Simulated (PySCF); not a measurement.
# C$_{4}$H$_{10}$BBr (BEt2Br): what the fields show

```
atom    x (Å)    y (Å)    z (Å)
   B  -0.1260  -0.2481  -0.0113
   C   1.4410  -0.2083  -0.0315
   C   2.2165  -1.3084  -0.7421
   H   1.7030  -0.1978   1.0488
   H   1.7537   0.7929  -0.3803
   H   3.3035  -1.1695  -0.6407
   H   1.9624  -2.3000  -0.3395
   H   1.9823  -1.3321  -1.8177
   C  -0.9749   1.0397   0.2672
   C  -2.4560   0.9183   0.5926
   H  -0.8295   1.6522  -0.6474
   H  -0.4408   1.6174   1.0455
   H  -2.9258   1.9049   0.7257
   H  -2.9990   0.3907  -0.2057
   H  -2.6162   0.3452   1.5188
  Br  -1.0284  -1.9309  -0.3160
```

Geometry: PBE0-D3(BJ)/def2-SVP.

Level of theory: PySCF, PBE0/def2-SVPD, SCF density, gas phase.

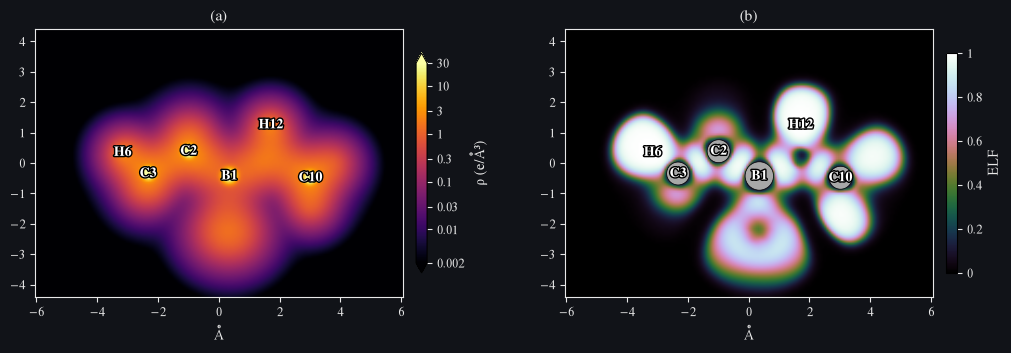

Figure 1. (a) total electron density; (b) ELF on the plane of atoms C2, C3 and H6. Grey discs cover the atomic cores in the ELF map.

**What does the map show?**

The plane passes through B, C and H nuclei. C–C (1.52 Å): ρ is about 1.6 e/Å³ halfway; the ELF peaks at about 0.95 between the atoms: a covalent bond. C–B (1.57 Å): ρ at the midpoint is about 1.4 e/Å³; the ELF peaks at about 1 between the atoms: a shared electron pair. C–H (1.10 Å): ρ is about 1.9 e/Å³ halfway; the ELF climbs to about 1 towards the hydrogen, as it does in any bond to H: a covalent bond by its length. The ELF also peaks beside Br16, away from the bonds: lone-pair regions.

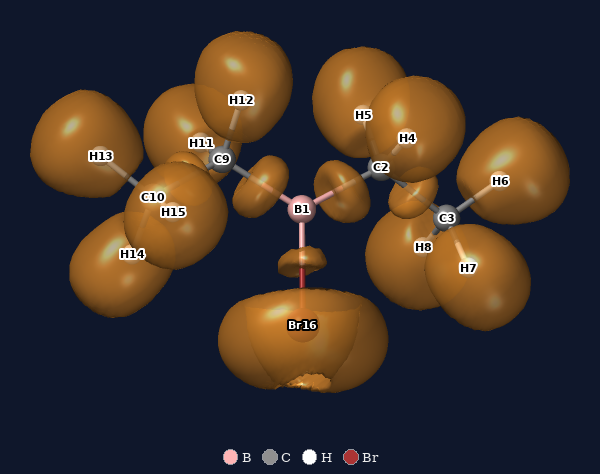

Figure 2. Isosurface of the ELF at 0.8 (orange), seen at a tilt. Core shells and regions of very low density are left out.

**Identify the bonds, lone pairs and shells in this picture.**

The surface consists of one region between bonded B–Br atoms (shared pairs), two regions between bonded B–C atoms (shared pairs), two regions between bonded C–C atoms (shared pairs), ten regions around hydrogen nuclei and one ring or bowl of non-bonding electrons around Br.

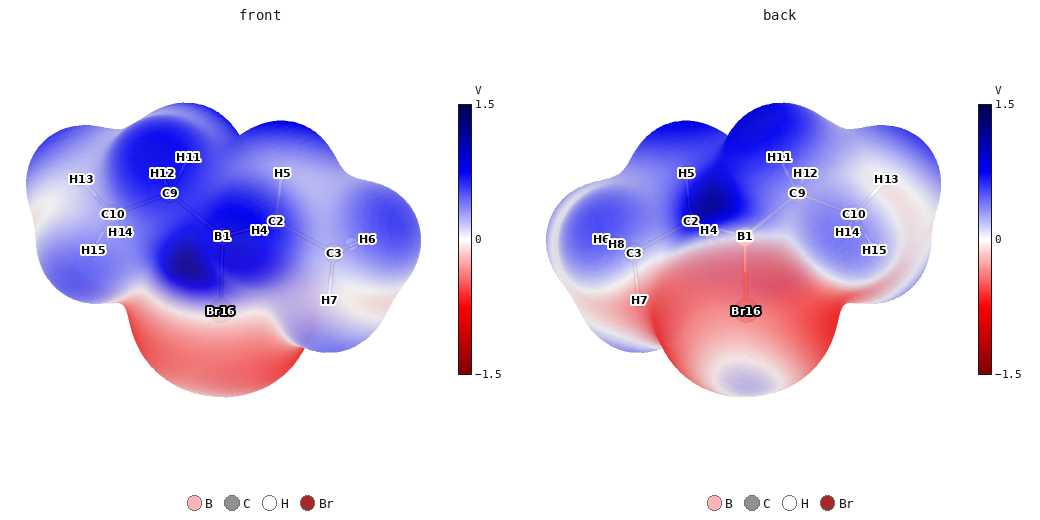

Figure 3. The molecular electrostatic potential painted on the density surface at 0.002 e/bohr³, seen from the front and from behind; red is negative and blue positive.

**Which sites attract a positive test charge, and which a negative one?**

A positive charge is drawn to the negative regions and a negative charge to the positive ones. The most negative region (about −0.6 V) lies over Br16, the most positive (about +1.1 V) over B1. Br16 shows a σ-hole: about +0.2 V at the tip opposite its bond, against about −0.4 V on its flanks.

**What dipole moment does the calculation give?**

Its dipole moment is 1.76 D.
